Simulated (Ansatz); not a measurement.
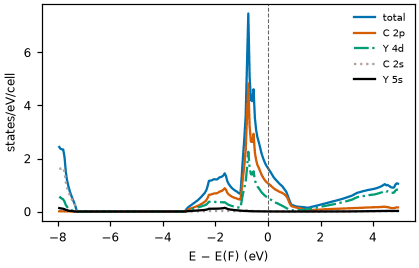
Figure. Total and projected density of states of YC (rock salt, Fm-3m), DFT-PBE in the program Ansatz with PAW potentials

Problem. Which orbitals carry the states next to the Fermi level?

Solution. Within 0.5 eV of the Fermi level: C 2p 65 %, Y 4d 32 %. Projections are on Löwdin-orthogonalised atomic valence shells; empty p or d shells of many metals are not among them.

Problem. Where is the tallest occupied peak in this window, and what makes it?

Solution. Near -0.8 eV, about 7.5 states/eV per cell; the largest projected share is C 2p.

The start of the workflow was typed in or built on a structure type; the Crystallography Open Database copy checked does not list it. Its standing as an ambient phase is unchecked. Symmetry was held in the PBE relaxation; its stability against distortions is not shown here. The run is not spin-polarised. Scalar-relativistic: spin–orbit coupling is off unless named, which matters more the heavier the elements.

Potentials: the earlier of the program's two PAW sets.
